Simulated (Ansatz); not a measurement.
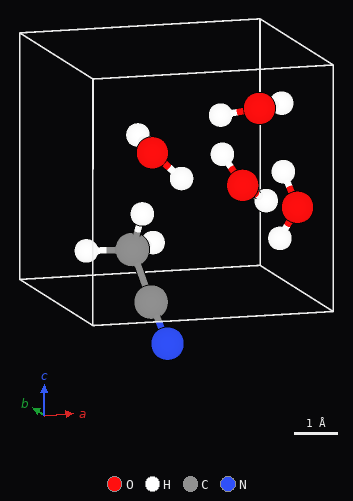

Starting frame of a dynamics run of a periodic cell with 4 H2O + 1 CH3CN at 0.907 g/cm³. A ball-and-stick model of the simulation cell, seen slightly off an axis.

These are results of DFT PBE, scalar-relativistic, plane waves, PAW (Ansatz), not measurements.

Input
```yaml
crystal:
  lattice:
    - [5.915482, 0.0, 0.0]
    - [0.0, 5.915482, 0.0]
    - [0.0, 0.0, 5.915482]
  atoms:
    - { symbol: O, position: [0.90231543, 0.68757083, 0.7006709] }
    - { symbol: H, position: [1.02943427, 0.80065698, 0.6934779] }
    - { symbol: H, position: [0.76872704, 0.78010548, 0.66382078] }
    - { symbol: O, position: [0.24215501, -0.01732951, 0.69019991] }
    - { symbol: H, position: [0.23014999, 0.14114294, 0.73358629] }
    - { symbol: H, position: [0.36430027, -0.01505451, 0.5785508] }
    - { symbol: O, position: [0.65423912, 0.10210088, 0.51234728] }
    - { symbol: H, position: [0.77617522, 0.18120062, 0.42866972] }
    - { symbol: H, position: [0.60514311, 0.21842239, 0.61949631] }
    - { symbol: O, position: [-0.02779728, 0.39693881, 0.34997914] }
    - { symbol: H, position: [-0.0526555, 0.50888308, 0.47495211] }
    - { symbol: H, position: [-0.07832263, 0.47187667, 0.21287463] }
    - { symbol: C, position: [0.38147245, 0.71336498, 0.15314989] }
    - { symbol: C, position: [0.4126464, 0.55974714, -0.03300392] }
    - { symbol: "N", position: [0.44235943, 0.43292718, -0.17981812] }
    - { symbol: H, position: [0.39435831, 0.61977641, 0.31422743] }
    - { symbol: H, position: [0.50868433, 0.84804417, 0.14889515] }
    - { symbol: H, position: [0.21367213, 0.79126146, 0.14250018] }
basis:
  ecutwfc: 420.0
kpoints:
  mp_grid: { grid: [1, 1, 1] }
hamiltonian:
  xc: pbe
scf:
  occupations: { method: fermi_dirac, width: 0.05 }
  lower_state_search: "off"
md:
  timestep: 0.5
  n_steps: 300
  ensemble: nvt_langevin
  temperature: 250.0
  initial_velocities: maxwell_boltzmann
  seed: 37798
  friction: 0.02
```

Command:
```bash
ansatz run input.yaml --threads 1 --pin off --max-ram 3072MiB --backend cpu --events-out ev --progress --plain --runs-dir out
```

Q: Predict how the run goes.

A: Over the second half the temperature averages 220 K (spread ±26 K). The potential energy is still drifting at the end, so the run hasn't reached equilibrium. The potential energy in the second half lies on average 24.8 meV per atom above the first frame. Root-mean-square distances from the starting positions over the second half, with the common drift of all atoms taken out: H 0.41 Å, N 0.37 Å, O 0.32 Å, C 0.29 Å. The heavy atoms stay within a fraction of a molecule's size of their starting places; so short a run doesn't tell a liquid from a solid.

Along the run (each row but the first and the last is the mean over the interval that it begins):

```
time (fs)  potential energy (meV/atom)  T (K)
      0.0                          0.0    236
     18.5                         18.1    215
     37.0                         27.5    185
     55.5                         29.3    201
     74.0                         27.5    209
     92.5                         27.3    215
    111.0                         22.5    238
    129.5                         22.2    221
    148.0                         27.0    191
```

The paths of the atoms:

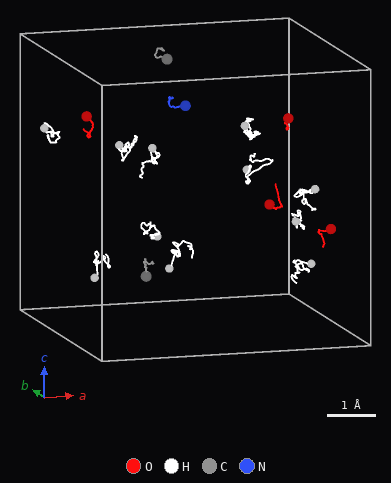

Limits of the set-up: the periodic images lie only 5.9 Å apart, so the values are limited by the cell's size.
